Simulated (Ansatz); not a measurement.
CH$_{2}$BBrZn (SMILES [Br][Zn-]1[BH][CH+]1)

```yaml
atoms:
  - { symbol: C, position_ang: [0.5098, -1.1155, -0.9826] }
  - { symbol: B, position_ang: [0.6598, 0.1702, -1.3877] }
  - { symbol: Br, position_ang: [-2.7819, -1.7430, -3.4581] }
  - { symbol: Zn, position_ang: [-1.0113, -1.2923, -2.1731] }
  - { symbol: H, position_ang: [0.6827, 1.2743, -1.8236] }
  - { symbol: H, position_ang: [0.7258, -2.0247, -0.4287] }
```

Geometry: r2SCAN-D4/def2-SVP.

The calculation used isolated molecule in a Gaussian basis; Kohn-Sham density functional theory, functional PBE0 (Ansatz).

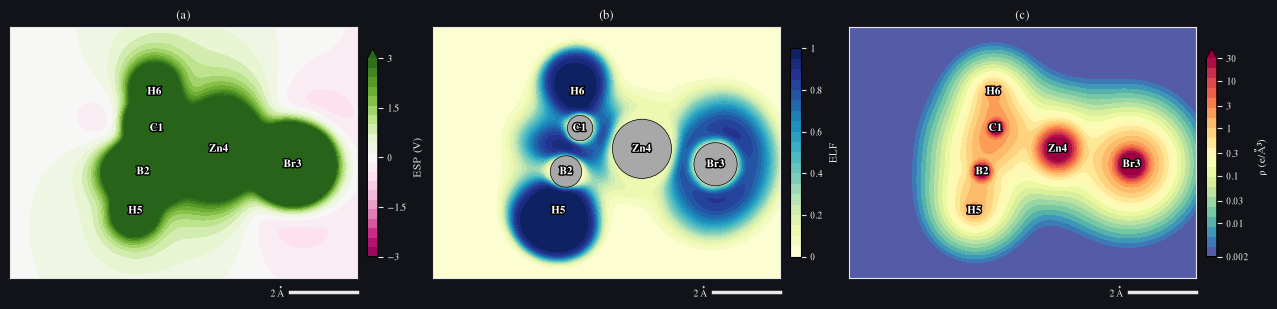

Figure 1. (a) electrostatic potential; (b) electron localisation function; (c) electron density on the molecular plane. Grey discs cover the atomic cores in the ELF map.

Question: Read the bonding off the picture.

Answer: Atoms in the plane: C, B, Br, Zn and H.
C–B (1.36 Å): ρ at the midpoint is about 1.9 e/Å³; the ELF peaks at about 0.90 between the atoms; a covalent bond.
C–Zn (1.94 Å): ρ is about 0.71 e/Å³ halfway; the ELF peaks at about 0.80 in the valence shell of C, 0.7 Å from its nucleus, and is about 0.35 at the midpoint.
Zn–Br (2.23 Å): ρ at the midpoint is about 0.67 e/Å³; the ELF peaks at about 0.75 in the valence shell of Br, 0.9 Å from its nucleus, and is about 0.60 at the midpoint.
Zn–B (2.36 Å): ρ is about 0.42 e/Å³ halfway; the ELF peaks at about 0.65 in the valence shell of B, 0.9 Å from its nucleus, and is about 0.45 at the midpoint.
C–H (1.09 Å): ρ at the midpoint is about 2 e/Å³; the ELF climbs to about 1 towards the hydrogen, as it does in any bond to H; an ordinary covalent bond to hydrogen.
The ELF also peaks beside Br3, away from the bonds: lone-pair regions.
Outside the dense part of the molecule the potential is most negative (−0.5 V) near Br3.

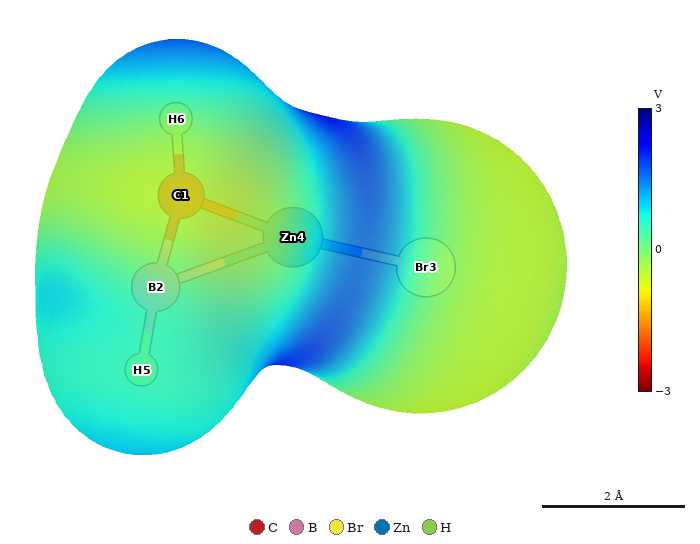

Figure 2. The electrostatic potential painted on the density surface at 0.002 e/bohr³, seen at a tilt; red is negative and blue positive.

Question: Describe the electrostatic potential map.

Answer: The most negative region (about −0.7 V, or −16 kcal/mol for a unit charge) lies over the π face of C1, the most positive (about +2.1 V, or +48 kcal/mol for a unit charge) over Zn4.

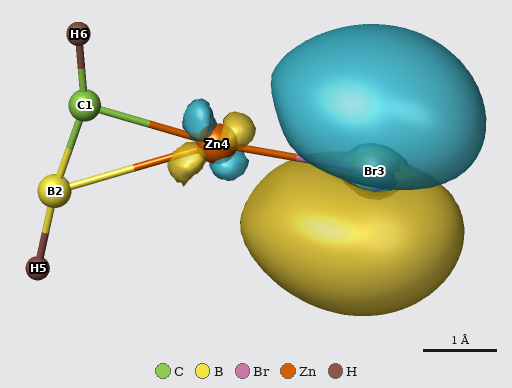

Figure 3. The HOMO−1 at ±0.08 Å⁻³ᐟ² (yellow and cyan are the two phases), seen at a tilt.

Question: What is the character of this orbital?

Answer: Its weight (Hirshfeld) is mainly on Br3 (about 90 %) and Zn4 (about 10 %); it is symmetric in the molecular plane (an in-plane orbital: σ, lone-pair or in-plane π type); largely a lone pair of Br3. Its energy is −8.41 eV.
